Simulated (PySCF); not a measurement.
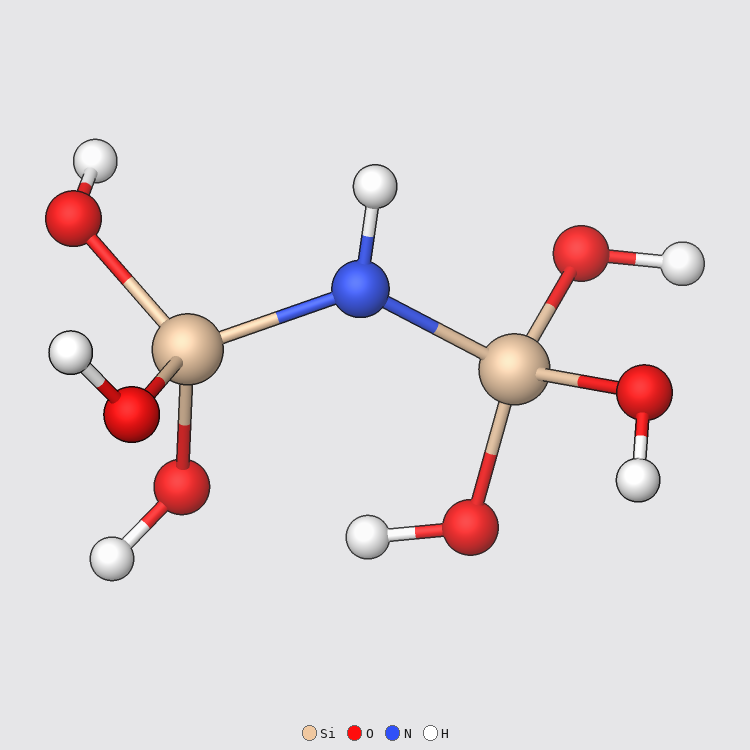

A ball-and-stick model of a molecule.

Count the atoms of each element.

H₇NO₆Si₂, 16 atoms: 7 hydrogen, 1 nitrogen, 6 oxygen and 2 silicon.

Name functional groups in it.

Among them: Si–O bond, Si–N bond.

The parts below concern this one geometry. Atoms keep their numbers from picture to picture. The computed structure is the end point of a PBE0-D3(BJ)/def2-SVP optimisation. No frequency run is at hand to confirm it as a minimum.

## Shape

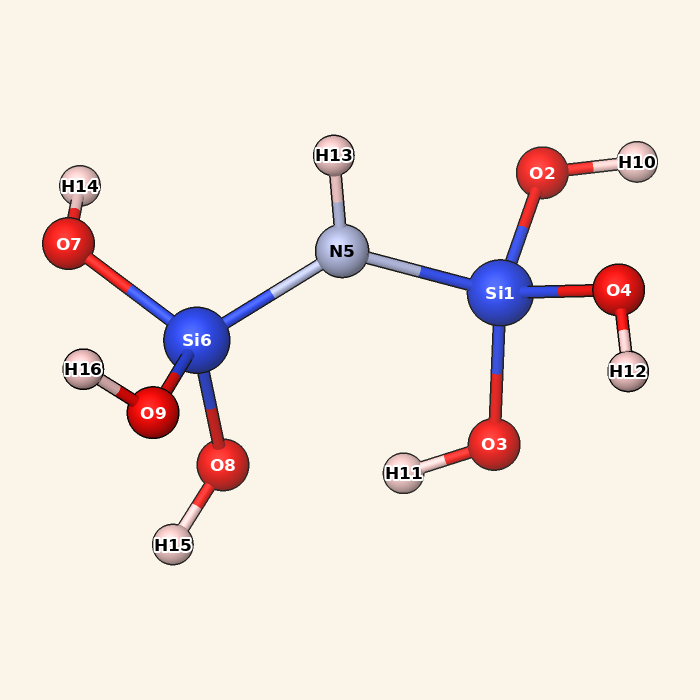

Atoms carry their numbers in the input. No frequency run is at hand to confirm it as a minimum.

What is the geometry at O7?

O7 has 2 neighbours (Si6 at 1.65, H14 at 0.96 Å); the arrangement is bent.

What is the geometry at Si6?

Si6 has 4 neighbours (N5 at 1.71, O7 at 1.65, O8 at 1.67, O9 at 1.65 Å); the arrangement is tetrahedral.

How are the neighbours of atom 8 arranged?

O8 has 2 neighbours (Si6 at 1.67, H15 at 0.96 Å); the arrangement is bent.

Describe the coordination of atom 4.

O4 has 2 neighbours (Si1 at 1.66, H12 at 0.96 Å); the arrangement is bent.

What is the dihedral angle O3–Si1–N5–Si6?

1° in size, that is syn (eclipsed).

## Quadrupole coupling

No frequency run is at hand to confirm it as a minimum. Electric field gradients from the ground-state density, PBE0/pcSseg-1 (PySCF 2.14.0), non-relativistic apart from any core potentials.

Give the largest field-gradient component, the quadrupole coupling constant and the asymmetry for 17O at O2 (Q = −25.6 mb), 17O at O3 (Q = −25.6 mb), 17O at O4 (Q = −25.6 mb), 14N at N5 (Q = 20.44 mb), 17O at O7 (Q = −25.6 mb), 17O at O8 (Q = −25.6 mb), 17O at O9 (Q = −25.6 mb), 2H at H10 (Q = 2.86 mb), 2H at H11 (Q = 2.86 mb), 2H at H12 (Q = 2.86 mb), 2H at H13 (Q = 2.86 mb).

```json
{"atom": "O2", "V_zz (a.u.)": "1.467", "e²qQ/h (MHz)": "−8.82", "η": "0.57"}
{"atom": "O3", "V_zz (a.u.)": "1.275", "e²qQ/h (MHz)": "−7.67", "η": "0.62"}
{"atom": "O4", "V_zz (a.u.)": "1.479", "e²qQ/h (MHz)": "−8.89", "η": "0.55"}
{"atom": "N5", "V_zz (a.u.)": "−0.735", "e²qQ/h (MHz)": "−3.53", "η": "0.46"}
{"atom": "O7", "V_zz (a.u.)": "1.475", "e²qQ/h (MHz)": "−8.87", "η": "0.53"}
{"atom": "O8", "V_zz (a.u.)": "1.425", "e²qQ/h (MHz)": "−8.57", "η": "0.64"}
{"atom": "O9", "V_zz (a.u.)": "1.490", "e²qQ/h (MHz)": "−8.96", "η": "0.56"}
{"atom": "H10", "V_zz (a.u.)": "0.483", "e²qQ/h (MHz)": "0.324", "η": "0.07"}
{"atom": "H11", "V_zz (a.u.)": "0.404", "e²qQ/h (MHz)": "0.272", "η": "0.10"}
{"atom": "H12", "V_zz (a.u.)": "0.485", "e²qQ/h (MHz)": "0.326", "η": "0.07"}
{"atom": "H13", "V_zz (a.u.)": "0.405", "e²qQ/h (MHz)": "0.272", "η": "0.16"}
```

## Dipole moment

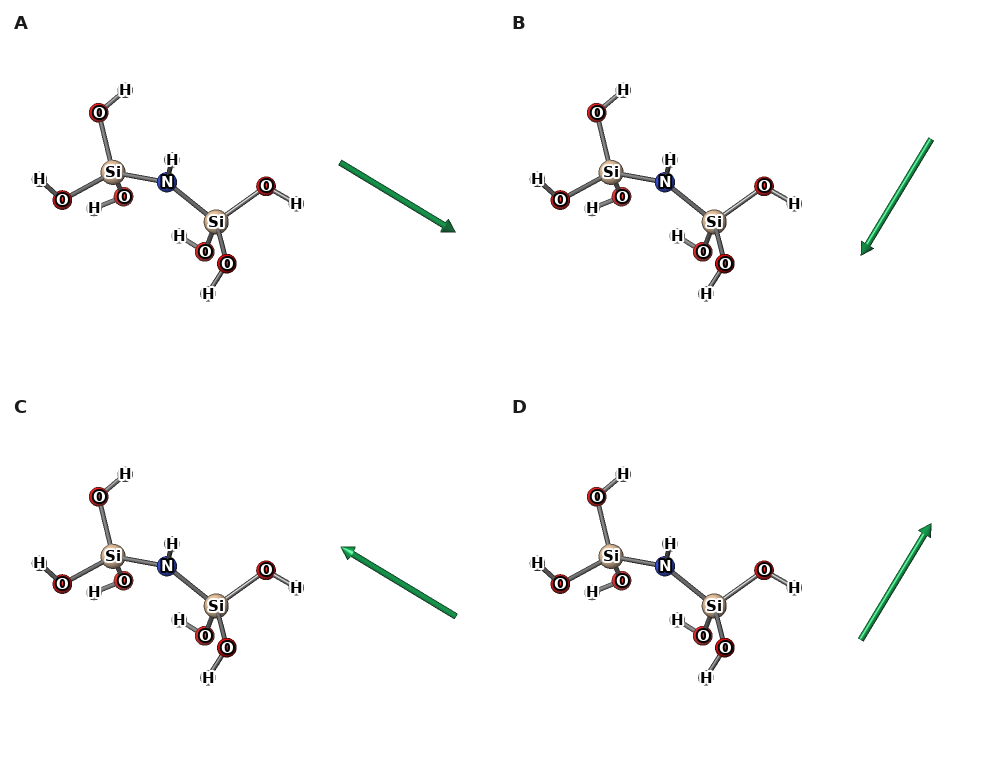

The same molecule four times, each with an arrow. No frequency run is at hand to confirm it as a minimum. Level of theory: ωB97X-D/def2-SVPD, gas phase (PySCF 2.14.0).

Which arrow points along the dipole moment, from the negative to the positive end?

C. The dipole moment is 2.18 D.

## Charges

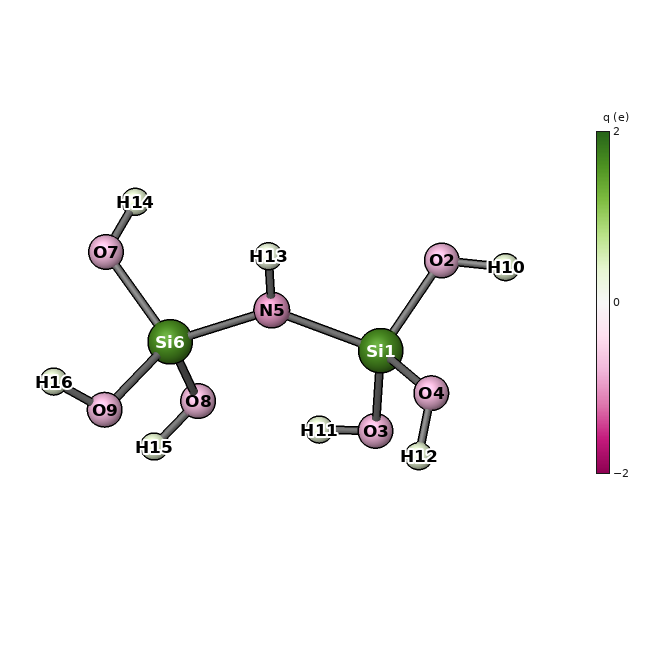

Atoms are coloured by their IAO charges. No frequency run is at hand to confirm it as a minimum. Level of theory: PBE0/pcSseg-1, gas phase (PySCF 2.14.0).

Which atom carries the highest charge (most positive or least negative)?

Si1 (1.63 e).

And the lowest?

N5 (−0.98 e).

Give the IAO charges atom by atom.

```csv
atom,value (e)
Si1,1.63
O2,−0.79
O3,−0.81
O4,−0.80
N5,−0.98
Si6,1.62
O7,−0.79
O8,−0.78
O9,−0.80
H10,0.37
H11,0.36
H12,0.37
H13,0.28
H14,0.37
H15,0.38
H16,0.37
```
